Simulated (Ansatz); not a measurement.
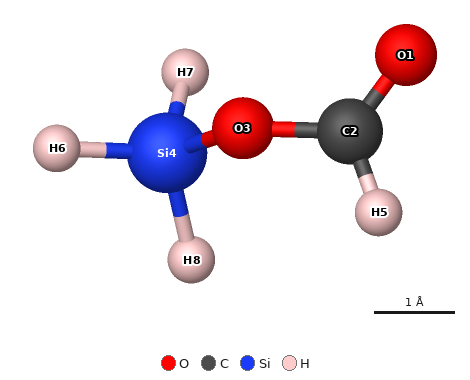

The structure (ball-and-stick view, seen at a tilt; atoms are numbered from 1 in the order of the input). Bond lengths as drawn: C–H 1.10 Å, C–O 1.20 to 1.36 Å, H–Si 1.48 to 1.49 Å and O–Si 1.68 Å.

**Frequency calculation of CH4O2Si**

The run: frequency calculation of CH4O2Si. Method and program: RKS B3LYP/6-31G* (Ansatz 0.2.0).

It belongs to a series of runs on one base structure; here: vibrations at the highest image of the band. Figures and captions count atoms from 1; the log counts them from 0 in places.

## What the program printed
```
Engine: ansatz 0.2.0, x86_64-unknown-linux-gnu
Functional definition: B3LYP
  parameter a0 = 0.2
  parameter ax = 0.72
  parameter ac = 0.81
  exchange = (1 - a0 - ax)*slater_x + ax*b88_x + a0*exact_x
  correlation = (1 - ac)*vwn_rpa_c + ac*lyp_c
746 factors; integrals over basis functions are off by at most 6.6e-4 eV
mean field evaluation 1: about -13069.3093 eV, gradient 5.4e1 eV
mean field evaluation 2: about -13058.3403 eV, gradient 9.5e1 eV
mean field evaluation 4: about -13074.1879 eV, gradient 7.6e0 eV
mean field evaluation 8: about -13074.3046 eV, gradient 5.2e-2 eV
mean field -13074.30464034 eV, -480.4718334506 hartree, gradient 8.8e-6 eV, S^2 0.000000; 0 other end points of the search recorded, 0 dependent functions left out
the calculation of the forces begins
reference -13074.30484975 eV, -480.4718411462 hartree; 20, 20 occupied and 52, 52 virtual orbitals, 746 factors
these checks for a lower state are left out or cut short: stability, starts, cluster_reference, orbital_swaps, neighbouring_geometries, increment
746 factors; integrals over basis functions are off by at most 6.6e-4 eV
mean field evaluation 16: about -13074.2859 eV, gradient 2.1e-1 eV
mean field -13074.30451105 eV, -480.4718286992 hartree, gradient 8.6e-7 eV, S^2 0.000000; 0 other end points of the search recorded, 0 dependent functions left out
[... from here on the field's lines of each further geometry are left out, up to the last ...]
the calculation of the forces begins
reference -13074.30482301 eV, -480.4718401637 hartree; 20, 20 occupied and 52, 52 virtual orbitals, 746 factors
these checks for a lower state are left out or cut short: stability, starts, cluster_reference, orbital_swaps, neighbouring_geometries, increment
746 factors; integrals over basis functions are off by at most 6.6e-4 eV
mean field -13074.30461288 eV, -480.4718324412 hartree, gradient 1.8e-6 eV, S^2 0.000000; 0 other end points of the search recorded, 0 dependent functions left out
the calculation of the forces begins
reference -13074.30482227 eV, -480.4718401365 hartree; 20, 20 occupied and 52, 52 virtual orbitals, 746 factors
WARN: phonons: modes at or below zero, which the zero-point energy, F, S and C_V leave out: 1, the lowest at -143.24 cm⁻¹. A minimum has none, and a first-order saddle one
Total energy: -13074.30484975 eV, -480.4718411462 hartree
Atom 0 at     2.331846    -0.666855     0.480842 Å, force    -0.000047     0.000053     0.000228 eV/Å
Atom 1 at     1.552877     0.212821     0.245955 Å, force    -0.000175     0.000202     0.000631 eV/Å
Atom 2 at     0.492734     0.091011    -0.593720 Å, force    -0.000584    -0.000189    -0.001405 eV/Å
Atom 3 at    -1.132565    -0.180877    -0.268342 Å, force     0.000489    -0.000065     0.000292 eV/Å
Atom 4 at     1.640252     1.235574     0.651974 Å, force     0.000376     0.000006     0.000089 eV/Å
Atom 5 at    -1.822783    -0.062382    -1.570345 Å, force     0.000033     0.000020     0.000128 eV/Å
Atom 6 at    -1.332102    -1.530393     0.314222 Å, force    -0.000082    -0.000016    -0.000097 eV/Å
Atom 7 at    -1.638060     0.844003     0.683715 Å, force    -0.000010    -0.000011     0.000133 eV/Å
Dipole moment:    -0.470281     0.319667     0.054543 e Å
Vibrations: -143.24 84.65 159.68 581.69 710.93 732.18 825.53 950.64 965.82 988.32 1047.32 1201.32 1421.43 1850.88 2253.15 2275.90 2305.59 3025.81 cm⁻¹, zero-point energy 1.325442 eV
```

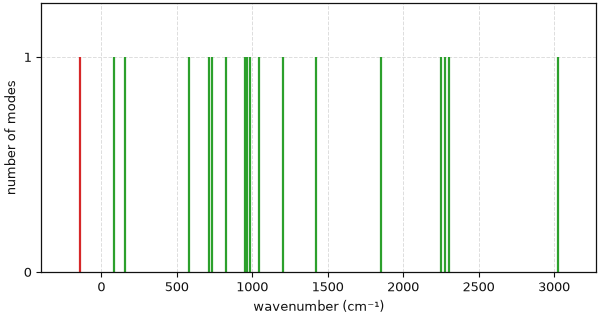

Harmonic vibrational wavenumbers from the force constants; neighbouring modes closer than 14 cm⁻¹ are counted in one stick, and imaginary ones are drawn at negative wavenumbers. 18 modes from 143i to 3026 cm⁻¹, 1 imaginary beyond 8i (143i cm⁻¹): a first-order saddle point, if the geometry is stationary.

The run was set up as follows.

## Input
```yaml
crystal:
  periodic: [false, false, false]
  atoms:
    - { symbol: O, position_ang: [2.331846, -0.666855, 0.480842] }
    - { symbol: C, position_ang: [1.552877, 0.212821, 0.245955] }
    - { symbol: O, position_ang: [0.492734, 0.091011, -0.59372] }
    - { symbol: Si, position_ang: [-1.132565, -0.180877, -0.268342] }
    - { symbol: H, position_ang: [1.640252, 1.235574, 0.651974] }
    - { symbol: H, position_ang: [-1.822783, -0.062382, -1.570345] }
    - { symbol: H, position_ang: [-1.332102, -1.530393, 0.314222] }
    - { symbol: H, position_ang: [-1.63806, 0.844003, 0.683715] }
basis:
  gaussian: { orbitals: "6-31G*" }
hamiltonian:
  xc: b3lyp
phonons: {}
```

Launch command:
```bash
ansatz run input.yaml --threads 1 --pin off --max-ram 2048MiB --backend cpu --events-out ev --progress --plain --runs-dir out
```

## Key numbers

- outcome: converged
- total energy: −13074.3048 eV
- mean-field energy: −13074.3048 eV
- largest force (length of the vector): 0.002 eV/Å
- hardware: 1 thread of Intel Xeon @ 2.50GHz (Skylake/Cascade Lake), 189 GiB of memory available, shared host
- wall time: 3.3 min
- peak memory: 0.14 GiB
